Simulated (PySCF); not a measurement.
# B2PLYP/STO-3G run of [BF2]+ (SMILES F[B+]F)

What is the vertical ionisation energy of [BF2]+ at B2PLYP/STO-3G? 

Program for the calculation: PySCF 2.14.0.

7 further runs of the same task are left out: 7 set aside as unsound or not needed.

### Step 1. The molecule

[BF2]+ has 3 atoms, charge +1, and is taken as a singlet. SMILES: `F[B+]F`. The coordinates come from a GFN2-xTB relaxation.

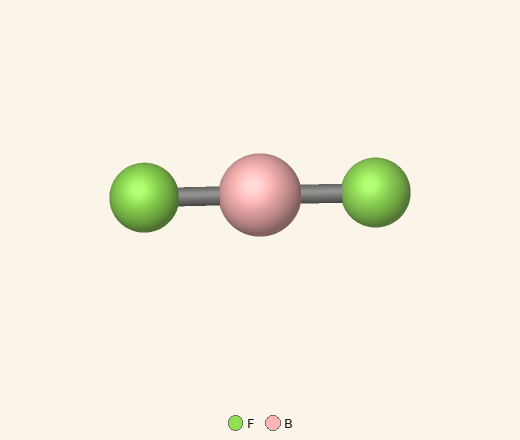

The structure, seen from a chosen angle (fluorine green, boron pink).

### Step 2. The energy at B2PLYP/STO-3G

run.py reads:

```python
from pyscf import gto, dft, mp

mol = gto.M(
    atom=[
    ('F', (0.327370, 1.133870, 0.305680)),
    ('B', (0.000740, -0.000320, 0.000370)),
    ('F', (-0.328120, -1.133550, -0.306050)),
],
    verbose=3,
    max_memory=1860,
    charge=1,
    basis='sto-3g',
)

mf = dft.RKS(mol, xc='0.53*HF + 0.47*B88, 0.73*LYP')
mf.conv_tol = 1e-10
mf.grids.level = 5
mf.kernel()
if not mf.converged:
    mf = mf.newton().run(mf.mo_coeff, mf.mo_occ)

pt = mp.MP2(mf, frozen=3).run()
energy = mf.e_tot + 0.27 * pt.e_corr
print('PT2 part  %.8f' % (0.27 * pt.e_corr))
print('E(%s) = %.9f' % ('B2PLYP', energy))
```

Started as:

```bash
$ OMP_NUM_THREADS=1 python run.py
```

The program printed:

```text
converged SCF energy = -220.853051217448
E(RMP2) = -221.0130124075  E_corr = -0.159961190051378
E(SCS-RMP2) = -221.007528046648  E_corr = -0.154476829199273
PT2 part  -0.04318952
E(B2PLYP) = -220.896240739
```

Run time: 1.7 s. Hardware: 1 thread of Intel Xeon Platinum 8488C (Sapphire Rapids), shared host; peak memory 0.18 GiB.

### Step 3. Doublet [BF2]2+

run.py reads:

```python
from pyscf import gto, dft, mp

mol = gto.Mole()
mol.atom = '''
F    0.327370   1.133870   0.305680
B    0.000740  -0.000320   0.000370
F   -0.328120  -1.133550  -0.306050
'''
mol.charge = 2
mol.basis = 'sto-3g'
mol.spin = 1
mol.verbose = 3
mol.max_memory = 1860
mol.build()

ks = dft.UKS(mol)
ks.xc = '0.53*HF + 0.47*B88, 0.73*LYP'
ks.grids.level = 5
ks.conv_tol = 1e-10
ks.kernel()
if not ks.converged:
    ks = ks.newton().run(ks.mo_coeff, ks.mo_occ)

pt = mp.MP2(ks, frozen=3).run()
energy = ks.e_tot + 0.27 * pt.e_corr
print('PT2 part  %.8f' % (0.27 * pt.e_corr))
print('Final energy', energy)
```

Started as:

```bash
$ OMP_NUM_THREADS=1 python run.py
```

The program printed:

```text
converged SCF energy = -219.97469937983  <S^2> = 0.81935793  2S+1 = 2.0681953
E(UMP2) = -220.129679613556  E_corr = -0.154980233726065
E(SCS-UMP2) = -220.1201752416  E_corr = -0.145475861770134
PT2 part  -0.04184466
Final energy -220.0165440429361
```

Run time: 3 s. Hardware: 1 thread of Intel Xeon Platinum 8488C (Sapphire Rapids), shared host; peak memory 0.19 GiB.

### Step 4. Outcome

At B2PLYP/STO-3G, 3 core orbitals frozen:

```
                                                                 quantity          value
                                             singlet [BF2]+: total energy  -220.89624 Eh
                        singlet [BF2]+: HOMO energy (SCF part's orbitals)      -21.65 eV
                        singlet [BF2]+: LUMO energy (SCF part's orbitals)       -4.70 eV
                      singlet [BF2]+: HOMO–LUMO gap (SCF part's orbitals)       16.95 eV
                                            doublet [BF2]2+: total energy  -220.01654 Eh
doublet [BF2]2+: HOMO energy (SCF part's orbitals) (highest over α and β)      -33.34 eV
 doublet [BF2]2+: LUMO energy (SCF part's orbitals) (lowest over α and β)      -26.16 eV
                                                    doublet [BF2]2+: ⟨S²⟩          0.819
                     vertical ionisation energy (to the doublet dication)      23.938 eV
```

**Reading.** The vertical ionisation energy comes to 23.94 eV (2310 kJ/mol). −ε(HOMO) before ionisation, 21.65 eV, is 2.29 eV below this ionisation energy. In a minimal basis such a difference can be off by several eV, whatever the method. Mulliken charges (singlet [BF2]+) run from +0.04 on F1 to +0.91 on B2; they depend strongly on the basis.
